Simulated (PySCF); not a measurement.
**CaGe (charge +1, quartet): density, localisation and related maps**

| atom | x (Å) | y (Å) | z (Å) |
| --- | --- | --- | --- |
| Ca | 0.0000 | 0.0000 | -1.7603 |
| Ge | 0.0000 | 0.0000 | 0.9517 |

Theory: PBE0/pcseg-1, non-relativistic, at a bond length of 2.712 Å in PySCF 2.14.0.

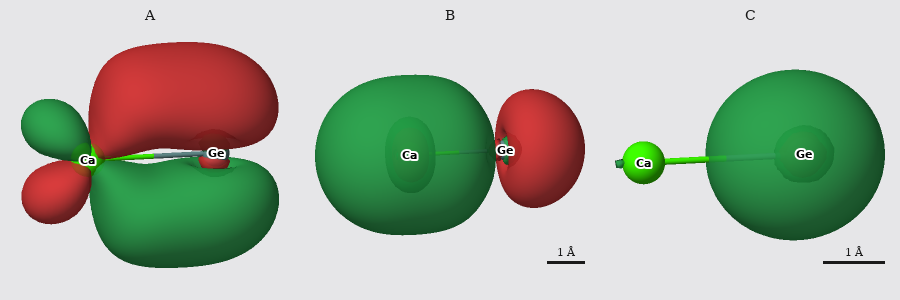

Figure 1. Three frontier β-spin orbitals, each drawn at the value that holds 80 % of its norm (green and red are the two phases), in no order; of a degenerate pair one member is drawn.

Question: Label each orbital by symmetry, say whether it is occupied, and order them by energy.

Answer: Orbital C: σ, occupied in this spin, −15.23 eV; mainly on Ge (90 %).
Orbital B: σ, empty in this spin, −7.27 eV; shared between the atoms (Ca 60 %, Ge 40 %).
Orbital A: π, empty in this spin, −6.43 eV; bonding, with no node between the atoms.

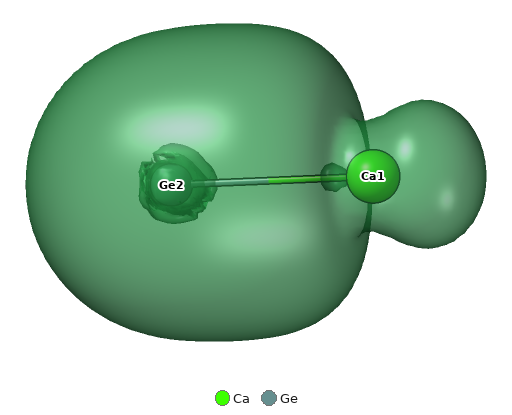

Figure 2. Isosurfaces of the spin density at +0.015 (green) and −0.015 e/Å³ (red), seen from one side.

Question: Which atoms carry the spin?

Answer: The unpaired spin (3 electrons) lies mostly on Ge2 (about 2.2) and Ca1 (about 0.8), in electrons by Hirshfeld's partition.

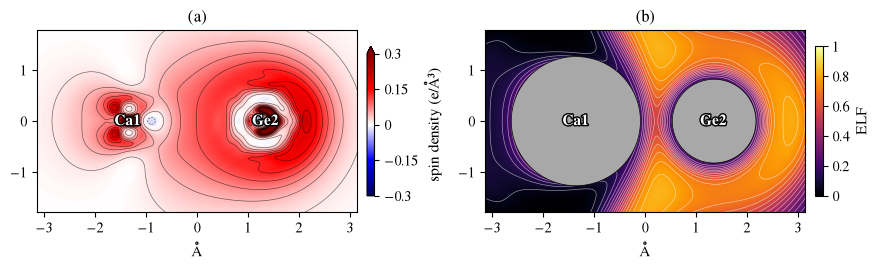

Figure 3. (a) spin density (α minus β); (b) electron localisation function on a plane that holds the molecular axis. Grey discs cover the atomic cores in the ELF map.

Question: Interpret the plot.

Answer: The plane passes through Ca and Ge nuclei. Ca–Ge (2.71 Å): the ELF peaks at about 0.55 in the valence shell of Ge, 1.2 Å from its nucleus, and is about 0.30 at the midpoint.
